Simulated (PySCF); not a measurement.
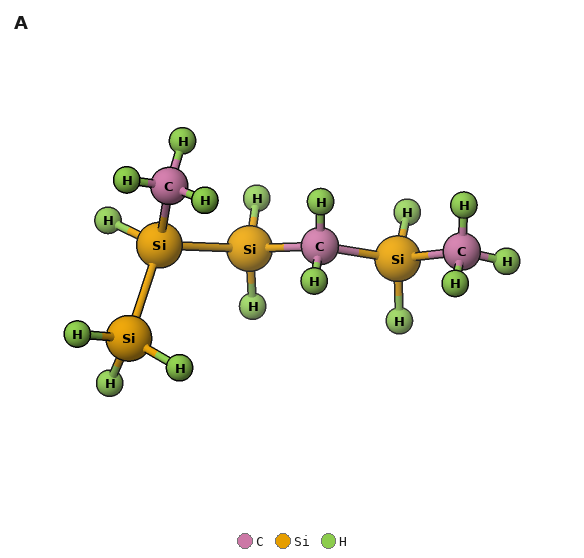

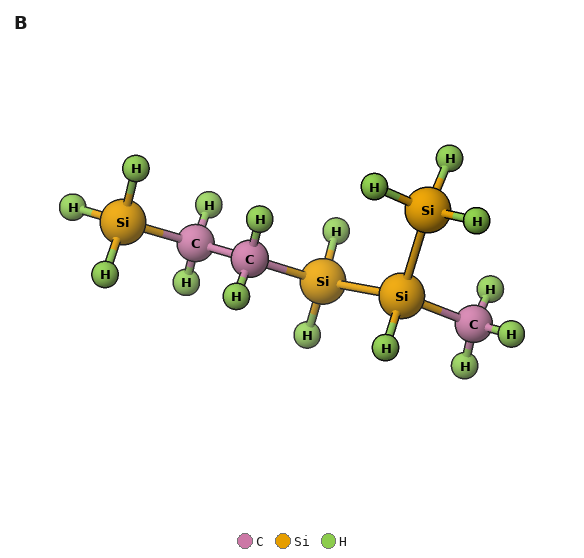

2 stationary structures of one formula. Geometries: GFN2-xTB. Electronic energies: PBE0/pcSseg-1 (PySCF 2.14.0), without zero-point energy. No frequency run is at hand to confirm each as a minimum. Each is one conformer, not always the lowest.

Are they conformers, stereoisomers or constitutional isomers?

Answer. They are constitutional isomers of C3H16Si4: A `C[SiH2]C[SiH2][Si@H](C)[SiH3]`, B `C[Si@@H]([SiH3])[SiH2]CC[SiH3]`.

Rank them by energy, lowest first.

Answer. A is lowest; B lies 14.7 kcal/mol above it.

The geometry is semi-empirical. Around Si such bond lengths and angles can be off by a tenth of an ångström or more and by several degrees, and values that hang on the shape move with them.
